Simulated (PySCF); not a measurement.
# [WOF3]−: other spin states and a change of charge

Aim: at the relaxed geometry of [WOF3]−, try other spin states and a change of charge. It is a constructed species; whether it can be made isn't addressed.

Method: B3LYP, W def2-SVP with ECP60, O def2-SVP, F def2-SVP; scalar-relativistic core potentials, no spin–orbit coupling; program: PySCF 2.14.0.

2 further runs of the same task are left out: 2 for a known fault of the program.

## Step 1: The starting structure

5 atoms, charge -1, spin multiplicity 3.

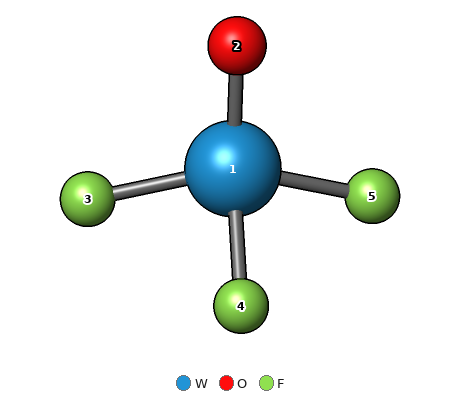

The structure; tungsten blue, oxygen red, fluorine green; atoms are numbered from 1 in the order of the file.

As a file:

```tsv
atom	x (Å)	y (Å)	z (Å)
W1	-0.1457	0.0349	0.0644
O2	0.7309	1.0832	1.1219
F3	-0.5562	-1.5303	1.1611
F4	0.3070	-1.2976	-1.2959
F5	-0.5820	1.1533	-1.4783
```

Formal oxidation states: W +4. An earlier session relaxed this geometry at B3LYP, W def2-SVP with ECP60, O def2-SVP, F def2-SVP (triplet, point group Cs).

Its energy there is -441.813808 Eh.

## Step 2: Multiplicity 1 at the relaxed geometry

Contents of run.py (the lines that set the calculation):

```python
mol = gto.M(atom='''
W     -0.14571     0.03488     0.06438
O      0.73090     1.08316     1.12187
F     -0.55615    -1.53034     1.16114
F      0.30696    -1.29765    -1.29593
F     -0.58199     1.15327    -1.47829''',
    basis={'W': 'def2-SVP', 'O': 'def2-SVP', 'F': 'def2-SVP'},
    ecp={'W': 'def2-SVP'},
    charge=-1, spin=0)
mf = dft.RKS(mol, xc='B3LYP')
mf.grids.atom_grid = (50, 194)
mf = mf.density_fit()  # fitting sets: W def2-universal-JKFIT, O def2-universal-JKFIT, F def2-universal-JKFIT
mf.conv_tol = 1e-08; mf.max_cycle = 55
mf.kernel(dm0)  # dm0: free metal ions and neutral atoms
```

On the command line:

```sh
> OMP_NUM_THREADS=2 python run.py
```

Log:

```text
init E= -457.75143914111
  HOMO = 0.11345994369181  LUMO = 0.180416322324501  gap/eV = 1.82198
cycle= 1 E= -439.022361323393  delta_E= 18.7  |g|= 4.01  |ddm|= 4.45
  HOMO = 0.0471906990520381  LUMO = 0.11258896368582  gap/eV = 1.77958
cycle= 2 E= -436.423814922549  delta_E=  2.6  |g|= 4.96  |ddm|=    7
  HOMO = -0.105255254036976  LUMO = -0.0994370478682412  gap/eV = 0.15832
cycle= 3 E= -440.991134356054  delta_E= -4.57  |g|= 2.03  |ddm|= 6.37
  HOMO = 0.00259812307859519  LUMO = 0.0758060353508299  gap/eV = 1.99209
cycle= 4 E= -441.558875382341  delta_E= -0.568  |g|= 1.11  |ddm|= 2.17
  HOMO = 0.0236588115214005  LUMO = 0.115709729072616  gap/eV = 2.50483
cycle= 5 E= -441.785777016103  delta_E= -0.227  |g|= 0.356  |ddm|= 0.897
  HOMO = -0.0202375657318825  LUMO = 0.062429982843657  gap/eV = 2.24950
cycle= 6 E= -441.809112736355  delta_E= -0.0233  |g|= 0.124  |ddm|= 0.562
  HOMO = -0.00492467442781219  LUMO = 0.0844427247047115  gap/eV = 2.43181
cycle= 7 E= -441.812987630167  delta_E= -0.00387  |g|= 0.0244  |ddm|= 0.166
  HOMO = -0.0040669639244868  LUMO = 0.0853190138339244  gap/eV = 2.43232
cycle= 8 E= -441.813102142763  delta_E= -0.000115  |g|= 0.00786  |ddm|= 0.0179
  HOMO = -0.00440835220646818  LUMO = 0.0851186490229843  gap/eV = 2.43615
cycle= 9 E= -441.813113182663  delta_E= -1.1e-05  |g|= 0.0033  |ddm|= 0.00778
  HOMO = -0.00439953371703794  LUMO = 0.0851815930488122  gap/eV = 2.43763
cycle= 10 E= -441.813115222385  delta_E= -2.04e-06  |g|= 0.000409  |ddm|= 0.00284
  HOMO = -0.00439356771422439  LUMO = 0.0852035196388989  gap/eV = 2.43806
cycle= 11 E= -441.813115264257  delta_E= -4.19e-08  |g|= 6.23e-05  |ddm|= 0.000591
  HOMO = -0.00438973968238443  LUMO = 0.0852118594040476  gap/eV = 2.43818
cycle= 12 E= -441.813115265726  delta_E= -1.47e-09  |g|= 9.01e-06  |ddm|= 0.000175
  HOMO = -0.00438906442696663  LUMO = 0.0852133337923178  gap/eV = 2.43821
Extra cycle  E= -441.813115265771  delta_E= -4.55e-11  |g|= 1.2e-05  |ddm|= 4.05e-05
converged SCF energy = -441.813115265771
```

Wall time 1.2 s (2 threads of Arm Neoverse V1, shared host).

Read off: E = -441.813115 Eh (+0.019 eV from the relaxed state), HOMO -0.12 eV, LUMO 2.32 eV, Mulliken charge on W1 +0.65 e. 

## Step 3: Multiplicity 5 at the relaxed geometry

run.py (the lines that set the calculation), as its differences from that of step 2:

```diff
@@ -8,4 +8,4 @@
     ecp={'W': 'def2-SVP'},
-    charge=-1, spin=0)
-mf = dft.RKS(mol, xc='B3LYP')
+    charge=-1, spin=4)
+mf = dft.UKS(mol, xc='B3LYP')
 mf.grids.atom_grid = (50, 194)
```

On the command line:

```sh
> OMP_NUM_THREADS=2 python run.py
```

Log:

```text
init E= -457.871831834882
cycle= 1 E= -438.374227269894  delta_E= 19.5  |g|= 2.94  |ddm|= 3.77
cycle= 2 E= -433.771694941932  delta_E=  4.6  |g|=  3.9  |ddm|= 5.56
cycle= 3 E= -440.716476429236  delta_E= -6.94  |g|= 1.35  |ddm|= 4.79
cycle= 4 E= -440.41175509096  delta_E= 0.305  |g|= 1.62  |ddm|= 2.03
cycle= 5 E= -441.429916939499  delta_E= -1.02  |g|= 0.524  |ddm|= 1.42
cycle= 6 E= -441.550510197772  delta_E= -0.121  |g|= 0.272  |ddm|= 1.06
cycle= 7 E= -441.582486654606  delta_E= -0.032  |g|= 0.0901  |ddm|= 0.301
cycle= 8 E= -441.586313942875  delta_E= -0.00383  |g|= 0.0475  |ddm|= 0.15
cycle= 9 E= -441.587268529068  delta_E= -0.000955  |g|= 0.0138  |ddm|= 0.0691
cycle= 10 E= -441.587376175306  delta_E= -0.000108  |g|= 0.00411  |ddm|= 0.0245
cycle= 11 E= -441.587415720857  delta_E= -3.95e-05  |g|= 0.00175  |ddm|= 0.0242
cycle= 12 E= -441.587439114473  delta_E= -2.34e-05  |g|= 0.00114  |ddm|= 0.0213
cycle= 13 E= -441.587453741251  delta_E= -1.46e-05  |g|= 0.00122  |ddm|= 0.0127
cycle= 14 E= -441.587448210175  delta_E= 5.53e-06  |g|= 0.00127  |ddm|= 0.0046
cycle= 15 E= -441.587420847075  delta_E= 2.74e-05  |g|= 0.000875  |ddm|= 0.0287
cycle= 16 E= -441.587404975477  delta_E= 1.59e-05  |g|= 0.00047  |ddm|= 0.0362
cycle= 17 E= -441.587404374017  delta_E= 6.01e-07  |g|= 0.000168  |ddm|= 0.00966
cycle= 18 E= -441.587404455167  delta_E= -8.11e-08  |g|= 0.000114  |ddm|= 0.00291
cycle= 19 E= -441.587404526541  delta_E= -7.14e-08  |g|= 7.45e-05  |ddm|= 0.00122
cycle= 20 E= -441.587404553647  delta_E= -2.71e-08  |g|= 5.39e-05  |ddm|= 0.0007
cycle= 21 E= -441.587404573155  delta_E= -1.95e-08  |g|= 3.52e-05  |ddm|= 0.000546
cycle= 22 E= -441.58740459113  delta_E= -1.8e-08  |g|= 2.66e-05  |ddm|= 0.00057
cycle= 23 E= -441.587404609108  delta_E= -1.8e-08  |g|= 2.02e-05  |ddm|= 0.000778
cycle= 24 E= -441.587404617351  delta_E= -8.24e-09  |g|= 1.54e-05  |ddm|= 0.000515
Extra cycle  E= -441.587404619677  delta_E= -2.33e-09  |g|= 1.73e-05  |ddm|= 0.00017
converged SCF energy = -441.587404619677  <S^2> = 6.006503  2S+1 = 5.0026005
```

Run time: 4.4 s. Hardware: 2 threads of Arm Neoverse V1, shared host.

Result: E = -441.587405 Eh (+6.161 eV from the relaxed state), HOMO 2.22 eV, LUMO -2.03 eV (over both spins), ⟨S²⟩ = 6.007, Mulliken charge on W1 +0.53 e. The highest filled level lies above zero; it isn't the detachment energy. An empty level of one spin lies below a filled level of the other.

## Step 4: One electron removed, multiplicity 2

run.py (the lines that set the calculation), as its differences from that of step 3:

```diff
@@ -8,3 +8,3 @@
     ecp={'W': 'def2-SVP'},
-    charge=-1, spin=4)
+    charge=0, spin=1)
 mf = dft.UKS(mol, xc='B3LYP')
@@ -13,2 +13,2 @@
 mf.conv_tol = 1e-08; mf.max_cycle = 55
-mf.kernel(dm0)  # dm0: free metal ions and neutral atoms
+mf.kernel(dm0)  # dm0: the density of the relaxed state
```

On the command line:

```sh
> OMP_NUM_THREADS=2 python run.py
```

Log:

```text
init E= -441.81380772238
  HOMO = -0.0277810374892  LUMO = 0.0874786126671  gap/eV = 3.13637
cycle= 1 E= -441.655228722933  delta_E= 0.159  |g|= 0.326  |ddm|= 1.01
  HOMO = -0.375224549371  LUMO = -0.30051468161  gap/eV = 2.03296
cycle= 2 E= -441.283298145835  delta_E= 0.372  |g|= 1.05  |ddm|= 1.14
  HOMO = -0.333286449061  LUMO = -0.219677916076  gap/eV = 3.09145
cycle= 3 E= -441.701760846874  delta_E= -0.418  |g|= 0.219  |ddm|= 0.761
  HOMO = -0.302123959946  LUMO = -0.186881966615  gap/eV = 3.13589
cycle= 4 E= -441.716979995023  delta_E= -0.0152  |g|= 0.102  |ddm|= 0.209
  HOMO = -0.301840746641  LUMO = -0.185390717408  gap/eV = 3.16877
cycle= 5 E= -441.720622567464  delta_E= -0.00364  |g|= 0.0262  |ddm|= 0.0738
  HOMO = -0.299210605283  LUMO = -0.180668151613  gap/eV = 3.22570
cycle= 6 E= -441.720937308873  delta_E= -0.000315  |g|= 0.00277  |ddm|= 0.0245
  HOMO = -0.299411745471  LUMO = -0.180710990072  gap/eV = 3.23001
cycle= 7 E= -441.720946324633  delta_E= -9.02e-06  |g|= 0.00177  |ddm|= 0.00656
  HOMO = -0.299350452326  LUMO = -0.180675824439  gap/eV = 3.22930
cycle= 8 E= -441.720948032869  delta_E= -1.71e-06  |g|= 0.00109  |ddm|= 0.00216
  HOMO = -0.299394193305  LUMO = -0.180750707428  gap/eV = 3.22845
cycle= 9 E= -441.720949120001  delta_E= -1.09e-06  |g|= 0.000429  |ddm|= 0.00196
  HOMO = -0.299379167807  LUMO = -0.180764053181  gap/eV = 3.22768
cycle= 10 E= -441.720949373874  delta_E= -2.54e-07  |g|= 0.000147  |ddm|= 0.00108
  HOMO = -0.299366594495  LUMO = -0.180762035721  gap/eV = 3.22739
cycle= 11 E= -441.72094941136  delta_E= -3.75e-08  |g|= 6.36e-05  |ddm|= 0.000463
  HOMO = -0.299368149237  LUMO = -0.180767073394  gap/eV = 3.22730
cycle= 12 E= -441.720949416388  delta_E= -5.03e-09  |g|= 1.95e-05  |ddm|= 0.000156
  HOMO = -0.299366223864  LUMO = -0.180764208503  gap/eV = 3.22733
Extra cycle  E= -441.72094941633  delta_E= 5.75e-11  |g|= 3.78e-05  |ddm|= 5.01e-05
converged SCF energy = -441.72094941633  <S^2> = 0.75245385  2S+1 = 2.0024523
```

Wall time 2.1 s (2 threads of Arm Neoverse V1, shared host).

Read off: E = -441.720949 Eh (+2.527 eV from the relaxed state), HOMO -8.15 eV, LUMO -5.14 eV (over both spins), ⟨S²⟩ = 0.752, Mulliken charge on W1 +1.28 e. 

## Step 5: One electron removed, multiplicity 4

run.py (the lines that set the calculation), as its differences from that of step 4:

```diff
@@ -8,3 +8,3 @@
     ecp={'W': 'def2-SVP'},
-    charge=0, spin=1)
+    charge=0, spin=3)
 mf = dft.UKS(mol, xc='B3LYP')
```

On the command line:

```sh
> OMP_NUM_THREADS=2 python run.py
```

Log:

```text
init E= -441.81380772238
cycle= 1 E= -441.498461159958  delta_E= 0.315  |g|= 0.398  |ddm|= 0.668
cycle= 2 E= -440.726496842488  delta_E= 0.772  |g|= 1.36  |ddm|= 1.24
cycle= 3 E= -441.537227232342  delta_E= -0.811  |g|= 0.326  |ddm|= 1.09
cycle= 4 E= -441.570333428603  delta_E= -0.0331  |g|= 0.115  |ddm|= 0.229
cycle= 5 E= -441.574536076251  delta_E= -0.0042  |g|= 0.0647  |ddm|= 0.121
cycle= 6 E= -441.57563415625  delta_E= -0.0011  |g|= 0.0467  |ddm|= 0.0847
cycle= 7 E= -441.576471635798  delta_E= -0.000837  |g|= 0.0163  |ddm|= 0.0322
cycle= 8 E= -441.576634694815  delta_E= -0.000163  |g|= 0.0106  |ddm|= 0.0305
cycle= 9 E= -441.576697211668  delta_E= -6.25e-05  |g|= 0.00703  |ddm|= 0.0173
cycle= 10 E= -441.576720279541  delta_E= -2.31e-05  |g|= 0.00535  |ddm|= 0.00966
cycle= 11 E= -441.576749986793  delta_E= -2.97e-05  |g|= 0.00232  |ddm|= 0.0188
cycle= 12 E= -441.57675868121  delta_E= -8.69e-06  |g|= 0.000768  |ddm|= 0.0125
cycle= 13 E= -441.57676044974  delta_E= -1.77e-06  |g|= 0.000188  |ddm|= 0.00737
cycle= 14 E= -441.576760555657  delta_E= -1.06e-07  |g|= 3.37e-05  |ddm|= 0.00196
cycle= 15 E= -441.576760559238  delta_E= -3.58e-09  |g|= 3.75e-05  |ddm|= 0.000423
Extra cycle  E= -441.576760556137  delta_E= 3.1e-09  |g|= 9.97e-05  |ddm|= 0.00012
converged SCF energy = -441.576760556137  <S^2> = 3.7611276  2S+1 = 4.00556
```

Wall time 2.7 s (2 threads of Arm Neoverse V1, shared host).

Read off: E = -441.576761 Eh (+6.450 eV from the relaxed state), HOMO -6.72 eV, LUMO -8.95 eV (over both spins), ⟨S²⟩ = 3.761, Mulliken charge on W1 +1.11 e. An empty level of one spin lies below a filled level of the other.

## Step 6: The states side by side

| state | energy from the relaxed state (eV) | ⟨S²⟩ | time |
| --- | --- | --- | --- |
| charge -1, triplet, vacuum (relaxed) | 0 | 2.01 |  |
| charge -1, singlet, vacuum | 0.02 | 0.00 | 1.2 s |
| charge 0, doublet, vacuum | 2.53 | 0.75 | 2.1 s |
| charge -1, quintet, vacuum | 6.16 | 6.01 | 4.4 s |
| charge 0, quartet, vacuum | 6.45 | 3.76 | 2.7 s |

An electron taken off or put on is at rest in vacuum. 

Removing an electron vertically costs 2.53 eV (doublet), against −HOMO = -0.09 eV. The singlet lies 0.02 eV above at this geometry. These are double-zeta-type bases without diffuse functions. Spin–orbit coupling is left out for this open shell, where it can reorder the states. Open shells may have lower solutions than the one found.
